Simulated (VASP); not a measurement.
Band structure of TaCo$_{3}$ (space group Pm-3m). All values below come from PBEsol GGA, VASP's PBE PAW potentials (set 64) (plane waves; VASP).

The run has a spin-polarised start. Unless said otherwise, spin-orbit coupling is left out, though it shifts the bands of the heavy elements here.

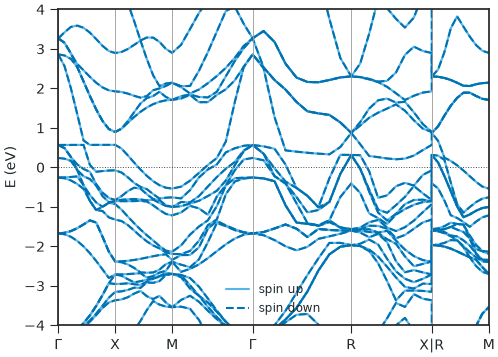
Figure. Bands along high-symmetry lines, zero at the valence-band maximum or, without a gap, the Fermi level

Q: Read the plot: is there a gap, and where are the band edges?

A: It has no gap at this level: it comes out as a metal or semimetal.

The structure comes from a computed database's TaCo3 entry; how it stands against other phases isn't given here. The cell was not relaxed at this level.
